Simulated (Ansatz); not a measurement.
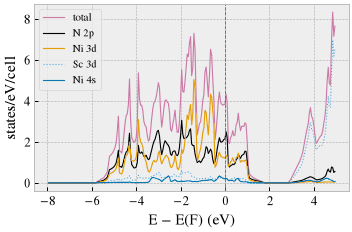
Total and projected density of states of ScNiN2 in space group R-3m (No. 166; Sc on 3b, Ni on 3a, N on 6c), PBE in the plane-wave PAW code Ansatz

Problem. Which orbitals carry the states next to the Fermi level?

Solution. Within 0.5 eV of the Fermi level: N 2p 47 %, Ni 3d 38 %, Sc 3d 6 %, Ni 4s 6 %. Projections are on Löwdin-orthogonalised atomic valence shells; empty p or d shells of many metals are not among them.

Problem. Where is the tallest occupied peak in this window, and what makes it?

Solution. Near -1.4 eV, about 7.3 states/eV per cell; the largest projected share is Ni 3d.

The start of the workflow was typed in or built on a structure type; neither database checked (COD, Materials Project) lists it. Its standing as an ambient phase is unchecked. The PBE relaxation kept the symmetry of its start; its stability against distortions is not shown here. The final state is ferromagnetic, the only order run, not a proven ground state. No Hubbard U is applied.

Potentials: the later of the program's two PAW sets.
